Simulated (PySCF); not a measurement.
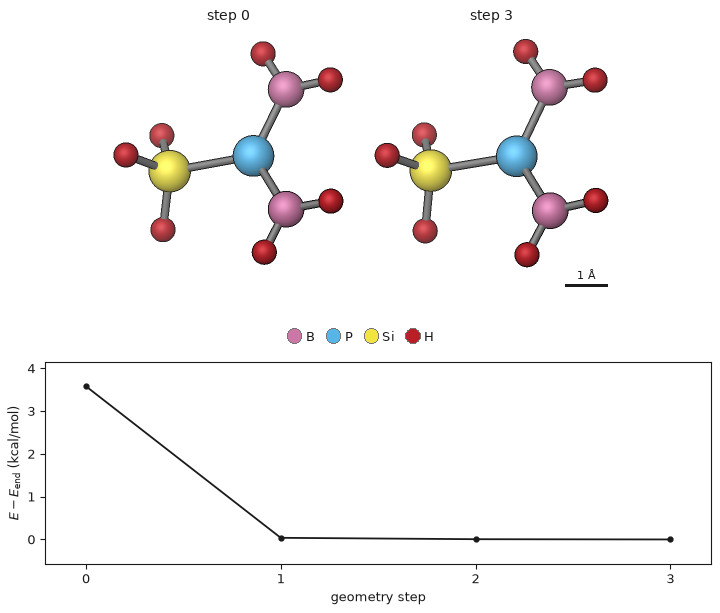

First and last geometry of a relaxation of B2SiPH7, with the history of the run. The picture is a ball-and-stick view, seen at a tilt.

The start comes from GFN2-xTB. Its atoms were then displaced at random by about 0.01 Å.

Level of theory: PySCF 2.14.0, density-fitted response routines, PBE0-D3(BJ)/def2-SVP geometry optimisation, gas phase. 

> Read the history and describe the run.

It converged. After 3 geometry steps the energy has fallen by 3.58 kcal/mol. The atom that moves furthest after the best rigid fit is an H atom (0.070 Å). By element the largest moves are H 0.070 Å, B 0.061 Å, Si 0.049 Å, P 0.014 Å. Some distances before and after: B–P 1.783 → 1.840 Å, P–Si 2.187 → 2.238 Å, H–Si 1.449 → 1.491 Å, B–H 1.169 → 1.205 Å. Among the angles between lasting bonds that change: P–B–H 121.7° → 117.5°, H–B–H 118.4° → 122.5°, H–B–H 118.8° → 122.3°. The run took 10 s on 1 thread of Arm Neoverse V2, with other jobs on the host.
